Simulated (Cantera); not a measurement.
A closed system holds: 1 mol SiC, 0.3 mol N₂O, 340 mol N₂, equilibrated at 31000 Pa.

Equilibrium computed with Cantera from the NASA thermochemical tables; the gas is ideal and each condensed phase is pure. Candidate condensed phases: C, Si, SiC, SiO₂, Si₂N₂O, Si₃N₄; 34 gas species. Mutual solubility and eutectic melting of coexisting phases are not modelled. The numbers say what is thermodynamically allowed, not how fast it happens.

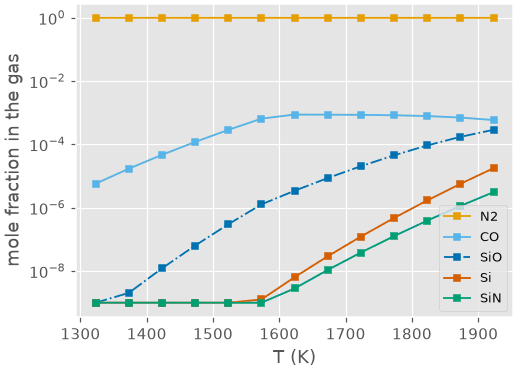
Fig. 1. Equilibrium gas composition (values under 1e-9 drawn at 1e-9)

From 1323 K to 1573 K the condensed part is C(graphite) + Si₂N₂O(s) + Si₃N₄(s). From 1623 K to 1923 K the condensed part is SiC(s) + Si₃N₄(s).
